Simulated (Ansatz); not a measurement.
Level of theory: PBE (plane waves to 420 eV, PAW; Ansatz, an electronic-structure program).

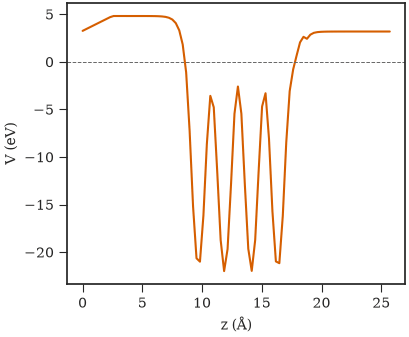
Electrostatic potential energy of an electron, averaged over planes parallel to the surface, in eV from the Fermi level, for OH on the 1x1 (110) surface of bcc W, one in a 2x2 cell, started at the site 'hollow W-W-W'

Set-up: 18 atoms, 6.6 Å thick at the start under the adsorbate (thin: gaps and levels are the slab's own); mesh 6x6x1; 0.1 eV smearing; dipole correction on; 8 atoms held, the rest relaxed; no symmetry held; no spin, no spin-orbit, no U, no dispersion correction. At the end it is bonded to 3 W. In PBE it is, or lies within 0.03 eV of, the lowest of the starts that converged.

Question: The surface cell has an area of 28.68 Å². What dipole along the normal does the step between the two vacuum levels imply?

Answer: the top vacuum level lies 1.63 eV below the bottom one; p = −ε₀ A ΔV (ε₀ = 0.005526 e/(V·Å)) gives 0.26 e·Å a cell.
